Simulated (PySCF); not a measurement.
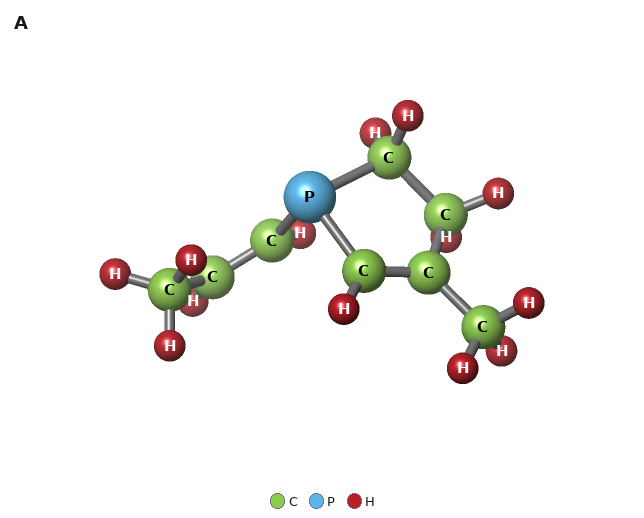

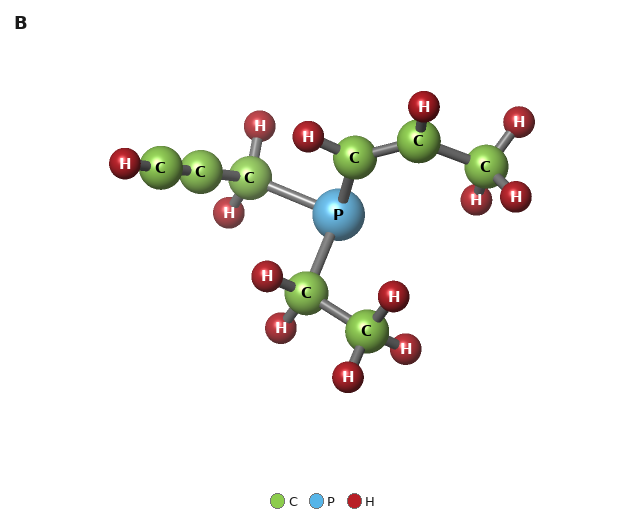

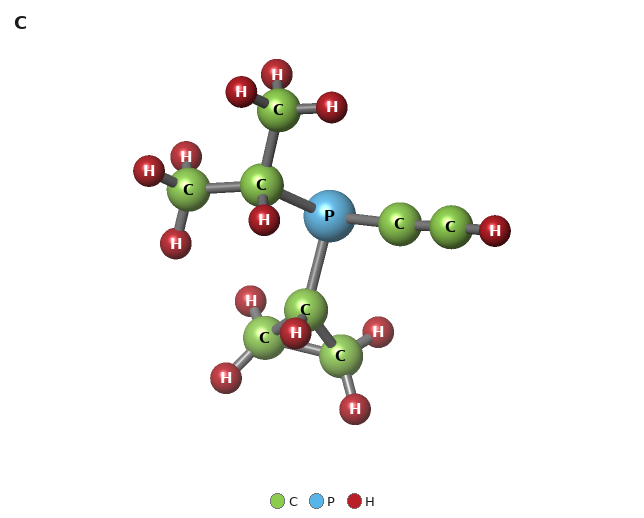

3 stationary structures of one formula. Geometries: GFN2-xTB. Electronic energies: PBE0/pcSseg-1 (PySCF 2.14.0), without zero-point energy. No frequency run is at hand to confirm each as a minimum. Each is one conformer, not always the lowest.

**Rank them by energy, lowest first.**

A is lowest; B lies 37.8 kcal/mol above it, C lies 40.4 kcal/mol above it. A is `C/C=C\P1C=C(C)CC1`, B is `C#CCP(/C=C\C)CC`, C is `C#CP(C(C)C)C1CC1`.

The geometry is semi-empirical. Around P such bond lengths and angles can be off by a tenth of an ångström or more and by several degrees, and values that hang on the shape move with them.
